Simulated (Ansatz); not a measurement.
The parent structure is ZnS in the wurtzite structure (space group P6_3mc, No. 186; a = 3.845 Å, c = 6.306 Å).

Structures relaxed with plane-wave PAW DFT at the PBE level (Ansatz, a program for electronic structure, 420 eV), without spin-orbit coupling.

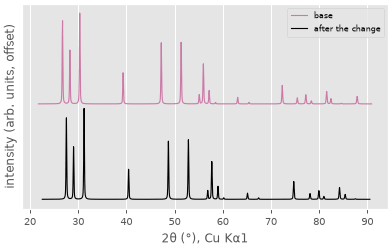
Simulated powder patterns before (top) and after one change

Name the change that was made.
A. pressure 15 GPa
B. pressure 3 GPa
C. pressure 7 GPa
D. pressure 50 GPa

C, pressure 7 GPa. Its volume per atom is 18.56 Å³ against 20.18 Å³, and its space group is P6_3mc (No. 186).

Load acts through the strain it causes; cell and atoms are relaxed under it. Whether these cells are dynamically stable was not tested. Tetrahedral semiconductors of this kind turn to denser phases somewhere between about 1 and 50 GPa; those were not computed, so compressed cells here can lie past the real transition.
